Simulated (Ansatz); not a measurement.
Consider Al₂SnS₄.

Input file:

```
crystal:
  lattice:
    - [6.4973495219, 0.0, 0.0]
    - [0.0, 6.4973495219, 0.0]
    - [0.0, 0.0, 3.2226777067]
  atoms:
    - { symbol: Al, position: [0.5, 0.0, 0.5] }
    - { symbol: Al, position: [0.0, 0.5, 0.5] }
    - { symbol: Sn, position: [0.0, 0.0, 0.0] }
    - { symbol: S, position: [0.2648564871, 0.7351435129, 0.0] }
    - { symbol: S, position: [0.2648564871, 0.2648564871, 0.0] }
    - { symbol: S, position: [0.7351435129, 0.7351435129, 0.0] }
    - { symbol: S, position: [0.7351435129, 0.2648564871, 0.0] }
kpoints:
  mp_grid: { grid: [4, 4, 8] }
  band_path:
    path:
      - [0.0, 0.0, 0.0]
      - [0.0, 0.5, 0.0]
      - [0.5, 0.5, 0.0]
      - [0.0, 0.0, 0.5]
      - [0.0, 0.5, 0.5]
      - [0.5, 0.5, 0.5]
    npoints: 1
hamiltonian:
  xc: r2scan
  dispersion: rvv10
scf:
  occupations: { method: fermi_dirac, width: 0.03 }
  n_extra_bands: 5
output:
  forces: true
  stress: true
  eigenvalues: true
  write_density: true
  write_potential: true
  elf: true
  volumetric_format: npy
```

Launched as:

```sh
ansatz run input.yaml --threads 4 --pin off --max-ram 4608MiB --backend cpu --events-out ev --progress --plain --runs-dir out
```

Below, planes, directions and counts refer to the conventional cell (a = 6.50 Å, b = 6.50 Å, c = 3.22 Å, α = 90.00°, β = 90.00°, γ = 90.00°).

Space group P4/mmm; a structure from a database of computed crystals, not necessarily the ambient phase; started from the K2PdCl4-123 prototype, which need not be the ambient phase.

Theory: DFT, r2SCAN+rVV10, plane waves, PAW in Ansatz 0.2.0.

Question: Predict the valence pseudo-density and electron localisation function between the atoms.

Answer: Sn–S (2.43 Å): the density is about 0.56 e/Å³ at the midpoint; the ELF peaks at about 0.85 in the valence shell of S, 0.8 Å from its nucleus, and is about 0.55 at the midpoint.
Al–S (2.81 Å): ρ at the midpoint is about 0.24 e/Å³; the ELF peaks at about 0.85 in the valence shell of S, 0.8 Å from its nucleus, and drops to about 0.60 between the two atoms.

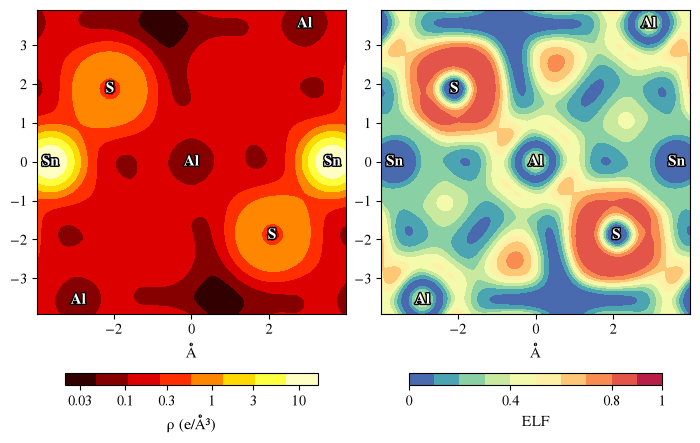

Computed valence pseudo-density and electron localisation function on the (111) plane of the conventional cell, in this order. 

In a PAW calculation such maps are meaningful between the atoms, not at the nuclei.
